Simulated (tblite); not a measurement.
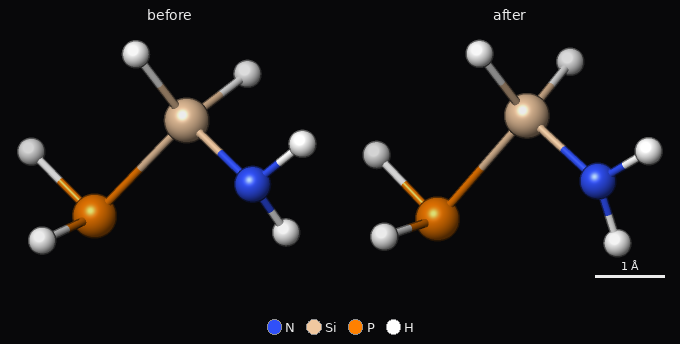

The structure of SiPNH6 before (left) and after (right) a relaxation, at one scale.

The picture is a ball-and-stick view, seen at a tilt.

Theory: GFN2-xTB geometry optimisation, gas phase in tblite 0.8.0. 

What changed between the two?

The largest move after the best rigid fit is that of an H atom, 0.34 Å. Largest moves by element: H 0.34 Å, N 0.10 Å, Si 0.07 Å, P 0.06 Å. Some distances before and after: P–Si 2.197 → 2.241 Å, N–Si 1.677 → 1.719 Å, H–P 1.407 → 1.381 Å, H–N 1.025 → 1.007 Å. Bond angles that change, for instance: Si–N–H 109.3° → 119.8°, Si–N–H 109.5° → 119.4°, N–Si–H 107.3° → 116.8°. The energy falls by 0.262 eV in 46 geometry steps.
